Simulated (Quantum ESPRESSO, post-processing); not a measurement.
# Tuning the work function of Nb(110), part 2 of 2

Which overlayers raise and which lower the work function of Nb(110), and does electronegativity predict it?

Quantum ESPRESSO 7.5; plane-wave DFT, PBEsol, GBRV ultrasoft pseudopotentials.

So far. Step 8 (Projected density of states, Cl overlayer): The atomic orbitals miss 0.1 % of the occupied states; for empty states the projections can miss much more. Step 9 (Relaxing the ions, Br overlayer): The relaxation lowers the energy by 14 meV an atom. On the free atoms the largest force ends at 0.007 eV/Å.

### 10. SCF with pw.x, Br overlayer

Level of this step: plane-wave DFT, PBEsol, GBRV ultrasoft pseudopotentials (Quantum ESPRESSO 7.5).

The input, Br.esm.in:

```
&control
  prefix = 'Br.esm'
  outdir = './out'
  pseudo_dir = './pseudo'
  calculation = 'scf'
  tprnfor = .true.
/
&system
  ibrav = 0
  nat = 6
  ntyp = 2
  ecutwfc = 40
  ecutrho = 200
  occupations = 'smearing'
  smearing = 'mv'
  degauss = 0.02
  assume_isolated = 'esm'
  esm_bc = 'bc1'
/
&electrons
  conv_thr = 1e-07
  mixing_beta = 0.4
  electron_maxstep = 120
  mixing_mode = 'local-TF'
/
ATOMIC_SPECIES
  Nb  92.9064  nb_pbesol_v1.uspp.F.UPF
  Br  79.9040  br_pbesol_v1.4.uspp.F.UPF
CELL_PARAMETERS angstrom
  2.33345237791561 -1.65000000000000 0.00000000000000
  2.33345237791561 1.65000000000000 0.00000000000000
  0.00000000000000 0.00000000000000 28.33380951166243
ATOMIC_POSITIONS crystal
  Nb  0.000000000000 0.000000000000 -0.201918847900
  Nb  0.500000000000 0.500000000000 -0.119563089200
  Nb  0.000000000000 0.000000000000 -0.037207330600
  Nb  0.500000000000 0.500000000000 0.044144169300
  Nb  0.000000000000 0.000000000000 0.127098283500
  Br  0.500000000000 0.500000000000 0.201918847900
K_POINTS automatic
  10 10 1 0 0 0
```

The run is started by

```bash
> OMP_NUM_THREADS=1 mpirun -n 4 pw.x -nk 4 -in Br.esm.in > Br.esm.out
```

Elapsed: 2.1 min, on 4 MPI ranks of Intel Xeon Platinum 8559C (Emerald Rapids), shared host; peak memory 0.73 GiB; 8.2 min of CPU time.

Read from the output:

| Item | Value |
| --- | --- |
| free energy | -8572.3040 eV |
| Fermi energy | -4.272 eV |
| vacuum line at the lower end of the cell, over the Fermi level | 4.693 eV |
| vacuum line at the upper end of the cell, over the Fermi level | 3.851 eV |

The potential energy, planar mean oscillates, so the rows of the table below give means over windows of 2.33 Å about each position, cut where the curve ends. Its maxima inside the range that stand out by 2 % of the span (Å: eV): -4.5: -0.937, -2.2: -1.02, 0.1: -1.18, 2.5: -0.843, 4.8: -2.90, 5.7: 8.47. Its minima: -5.7: -31.1, -3.4: -30.9, -1.1: -30.9, 1.3: -30.8, 3.6: -31.4, 5.1: -6.22, 6.3: -5.11.

Electrostatic potential energy of an electron; zero at the Fermi level. Potential energy, planar mean against z; means over each step:

```tsv
z (Å)	potential energy, planar mean (eV)
-12.95	4.69
-10.62	4.69
-8.29	4.18
-5.96	-13.5
-3.62	-13.7
-1.29	-13.7
1.04	-13.7
3.37	-14.3
5.70	-0.574
8.02	3.61
10.36	3.85
12.69	3.85
```

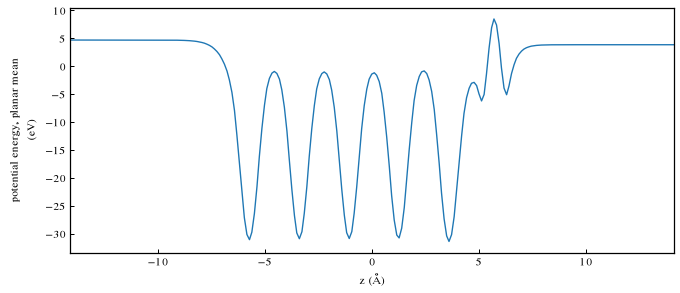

Potential energy, planar mean against z.

The covered face stands at 3.85 eV against 4.63 eV when clean.

Inside the slab this potential holds the local part of the pseudopotentials, which can be repulsive at the nuclei; only its value in the vacuum has a meaning of its own.

### 11. Projections on atomic orbitals, Br overlayer

The input, Br.pdos.in:

```
&projwfc
  prefix = 'Br.esm'
  outdir = './out'
  filpdos = 'Br.pdos'
  Emin = -12.272
  Emax = -0.272
  DeltaE = 0.1
  ngauss = 0
  degauss = 0.01
/
```

The run is started by

```bash
> OMP_NUM_THREADS=1 mpirun -n 4 projwfc.x -in Br.pdos.in > Br.pdos.out
```

Run time: 1.8 s. Hardware: 4 MPI ranks; peak memory 0.1 GiB.

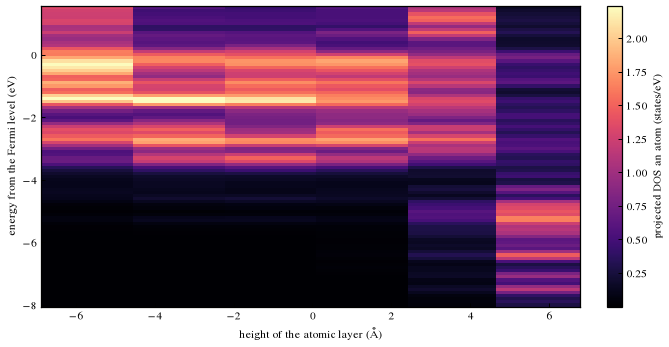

Projected DOS an atom over height of the atomic layer and energy from the Fermi level. Columns are the atomic layers from the bottom up.

The atomic orbitals miss 0.1 % of the occupied states; for empty states the projections can miss much more.

### 12. Relaxing the ions, I overlayer

Level of this step: plane-wave DFT, PBE, GBRV ultrasoft pseudopotentials (Quantum ESPRESSO 7.5).

System of this step: Nb(110), 5 layers, one monolayer of I on longbridge sites. The cell holds 6 atoms: 5 Nb and 1 I. Cell: a = 2.858 Å, b = 2.858 Å, c = 28.334 Å, α = 90.0°, β = 90.0°, γ = 70.5°. It derives from Nb. Vacuum lies along c.

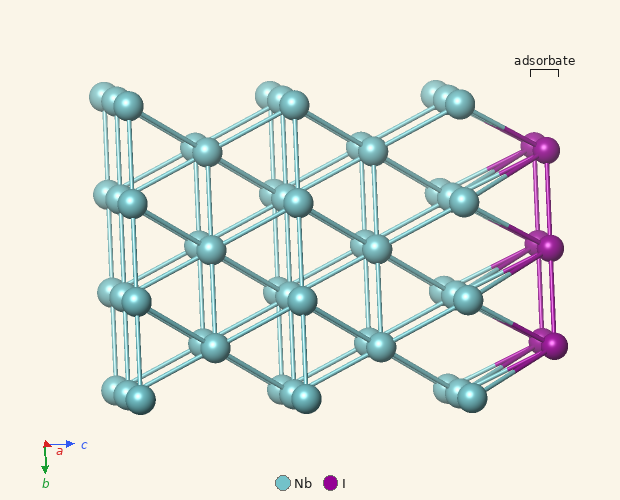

The cell of this step (niobium teal, iodine purple). 2×3×1 cells are drawn. Some periodic images of atoms are drawn too.

The input, I.relax.in:

```
&control
  prefix = 'I.relax'
  outdir = './out'
  pseudo_dir = './pseudo'
  nstep = 40
  forc_conv_thr = 0.001
  calculation = 'relax'
/
&system
  ibrav = 0
  nat = 6
  ntyp = 2
  ecutwfc = 40
  ecutrho = 200
  occupations = 'smearing'
  smearing = 'mv'
  degauss = 0.02
/
&electrons
  conv_thr = 1e-07
  mixing_beta = 0.4
  electron_maxstep = 120
  mixing_mode = 'local-TF'
/
&ions
/
ATOMIC_SPECIES
  Nb  92.9064  nb_pbe_v1.uspp.F.UPF
  I   126.9045  i_pbe_v1.uspp.F.UPF
CELL_PARAMETERS angstrom
  2.33345237791561 -1.65000000000000 0.00000000000000
  2.33345237791561 1.65000000000000 0.00000000000000
  0.00000000000000 0.00000000000000 28.33380951166243
ATOMIC_POSITIONS crystal
  Nb  0.000000000000 0.000000000000 0.292936253298 0 0 0
  Nb  0.500000000000 0.500000000000 0.375292011953 0 0 0
  Nb  0.000000000000 0.000000000000 0.457647770608 0 0 0
  Nb  0.500000000000 0.500000000000 0.540003529262
  Nb  0.000000000000 0.000000000000 0.622359287917
  I   0.500000000000 0.500000000000 0.712052070990
K_POINTS automatic
  10 10 1 0 0 0
```

The run is started by

```bash
> OMP_NUM_THREADS=1 mpirun -n 4 pw.x -nk 4 -in I.relax.in > I.relax.out
```

It took 4.8 min on 4 MPI ranks; peak memory 0.72 GiB; 19 min of CPU time.

The steps of the relaxation:

```tsv
step	energy less that of the first step (eV)	largest force (eV/Å)
1	0.0000	0.2136
2	-0.0014	0.1893
3	-0.0027	0.1617
4	-0.0042	0.1216
5	-0.0056	0.0610
6	-0.0059	0.0290
7	-0.0059	0.0284
8	-0.0059	0.0277
9	-0.0060	0.0253
```

The atoms that moved most (Å):

```tsv
atom	dx	dy	dz	length
Nb5	0.000	0.000	-0.038	0.038
Nb4	0.000	0.000	0.022	0.022
```

 On the free atoms the largest force ends at 0.025 eV/Å.

This step gave:

| Property | Result |
| --- | --- |
| free energy | -8913.0386 eV |
| Fermi energy | 7.116 eV |

### 13. SCF with pw.x, I overlayer

Level of this step: plane-wave DFT, PBEsol, GBRV ultrasoft pseudopotentials (Quantum ESPRESSO 7.5).

The input, I.esm.in:

```
&control
  prefix = 'I.esm'
  outdir = './out'
  pseudo_dir = './pseudo'
  calculation = 'scf'
  tprnfor = .true.
/
&system
  ibrav = 0
  nat = 6
  ntyp = 2
  ecutwfc = 40
  ecutrho = 200
  occupations = 'smearing'
  smearing = 'mv'
  degauss = 0.02
  assume_isolated = 'esm'
  esm_bc = 'bc1'
/
&electrons
  conv_thr = 1e-07
  mixing_beta = 0.4
  electron_maxstep = 120
  mixing_mode = 'local-TF'
/
ATOMIC_SPECIES
  Nb  92.9064  nb_pbesol_v1.uspp.F.UPF
  I   126.9045  i_pbesol_v1.uspp.F.UPF
CELL_PARAMETERS angstrom
  2.33345237791561 -1.65000000000000 0.00000000000000
  2.33345237791561 1.65000000000000 0.00000000000000
  0.00000000000000 0.00000000000000 28.33380951166243
ATOMIC_POSITIONS crystal
  Nb  0.000000000000 0.000000000000 -0.209543252900
  Nb  0.500000000000 0.500000000000 -0.127187494200
  Nb  0.000000000000 0.000000000000 -0.044831735600
  Nb  0.500000000000 0.500000000000 0.038301027900
  Nb  0.000000000000 0.000000000000 0.118541561500
  I   0.500000000000 0.500000000000 0.209543252900
K_POINTS automatic
  10 10 1 0 0 0
```

The run is started by

```bash
> OMP_NUM_THREADS=1 mpirun -n 4 pw.x -nk 4 -in I.esm.in > I.esm.out
```

Wall time 1.8 min (4 MPI ranks); peak memory 0.73 GiB.

Numbers from this step:

```
free energy                                                    : -8905.6291 eV
Fermi energy                                                   : -3.786 eV
vacuum line at the lower end of the cell, over the Fermi level : 4.703 eV
vacuum line at the upper end of the cell, over the Fermi level : 2.870 eV
```

The potential energy, planar mean oscillates, so the rows of the table below give means over windows of 2.33 Å about each position, cut where the curve ends. Its maxima inside the range that stand out by 2 % of the span (Å: eV): -4.8: -0.933, -2.5: -1.00, -0.1: -0.804, 2.2: -1.42, 4.7: -1.37. Its minima: -6.0: -31.1, -3.6: -30.9, -1.3: -30.9, 1.1: -30.8, 3.4: -31.2, 6.0: -29.2.

Electrostatic potential energy of an electron; zero at the Fermi level. Table of potential energy, planar mean by z; means over each step:

```tsv
z (Å)	potential energy, planar mean (eV)
-12.95	4.70
-10.62	4.70
-8.29	3.89
-5.96	-13.8
-3.62	-13.7
-1.29	-13.7
1.04	-13.7
3.37	-14.3
5.70	-15.1
8.02	1.89
10.36	2.87
12.69	2.87
```

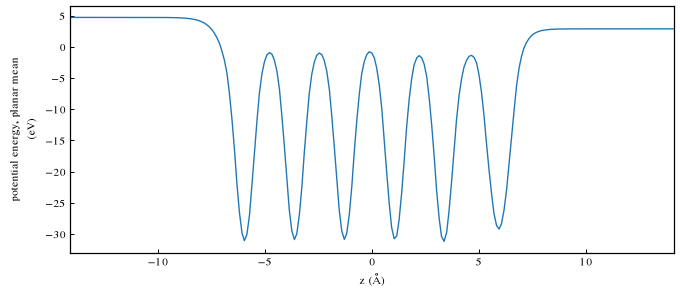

Potential energy, planar mean, plotted against z.

The covered face stands at 2.87 eV against 4.63 eV when clean.

Inside the slab this potential holds the local part of the pseudopotentials, which can be repulsive at the nuclei; only its value in the vacuum has a meaning of its own.

### 14. Projections on atomic orbitals, I overlayer

The input, I.pdos.in:

```
&projwfc
  prefix = 'I.esm'
  outdir = './out'
  filpdos = 'I.pdos'
  Emin = -11.786
  Emax = 0.214
  DeltaE = 0.1
  ngauss = 0
  degauss = 0.01
/
```

The run is started by

```bash
> OMP_NUM_THREADS=1 mpirun -n 4 projwfc.x -in I.pdos.in > I.pdos.out
```

Wall time 1.8 s (4 MPI ranks); peak memory 0.1 GiB; 6.5 s of CPU time.

Read from the output:

| Property | Result |
| --- | --- |
| spilling of the projection | 0.0022 |

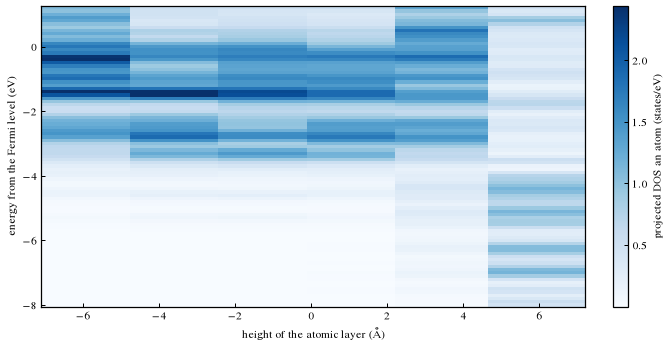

Projected DOS an atom over height of the atomic layer and energy from the Fermi level. Columns are the atomic layers from the bottom up.

The atomic orbitals miss 0.2 % of the occupied states; for empty states the projections can miss much more.

### 15. The series side by side

Against the clean face, with Pauling's electronegativity for orientation:

```tsv
overlayer	electronegativity	height over the top plane (Å)	change of work function (eV)
Cl	3.16	1.90	+0.06
Br	2.96	2.12	-0.78
I	2.66	2.58	-1.76
```

All levels:

```tsv
level	covered face (eV)	bare face (eV)	CPU time (s)
clean	4.634	4.709	298.5
Cl	4.69	4.715	479.1
Br	3.851	4.693	494.1
I	2.87	4.703	443.2
```

### 16. A check by hand

Under I the faces differ by -1.83 eV. By the Helmholtz relation p = −Δφ A/180.95 = +0.0780 e Å a cell, or +0.37 D.

### 17. Summary of results

```json
{
 "work function of the clean face": "4.63 eV",
 "change under Cl": "+0.06 eV",
 "change under Br": "-0.78 eV",
 "change under I": "-1.76 eV"
}
```

**Reading.** On a clean face of 4.63 eV the changes run from -1.76 eV (I) to +0.06 eV (Cl) (PBEsol, GBRV ultrasoft). The changes follow electronegativity: the more electronegative the overlayer, the higher the work function. Of 4 overlayers planned, 3 are shown; the others were not run or did not converge. Br and I lower the work function although electronegative. The bare face moves by 0.02 eV over the row; it should not move at all, so the changes above are uncertain by about as much. Full 1×1 monolayers on one site are model structures; at this coverage neighbours depolarise each other, and real layers may take other sites or reconstruct. The upper layers were relaxed under PBE at the tabulated lattice constant.

Computed beside measured:

| quantity | measured | PBEsol, GBRV ultrasoft, clean |
| --- | --- | --- |
| work function (clean (110) face) (eV) | 4.63 | 4.63 (+0.00 eV) |

Measured values from arxiv:1902.07811 (2019).

Verdict: The work function is off by +0.00 eV: good agreement. The grades are ours: good and fair within 3 and 7 % for the work function. Other measurements of the same face can differ from the value quoted by 0.1 to 0.2 eV.

[Logs are printed without paths, hosts, clocks, repeated set-up lines and the standing remarks that a program may print on its own settings, such as how far it seeks lower states.]

[Hosts, paths, dates, database ids (printed as entryN), source tags and the programs' standing remarks are cut or masked in the printed files.]

[Maps of the electrostatic potential energy from Ansatz leave out the sawtooth potential of an applied field or a dipole correction, so their vacuum need not be flat; planar profiles and work functions include it.]
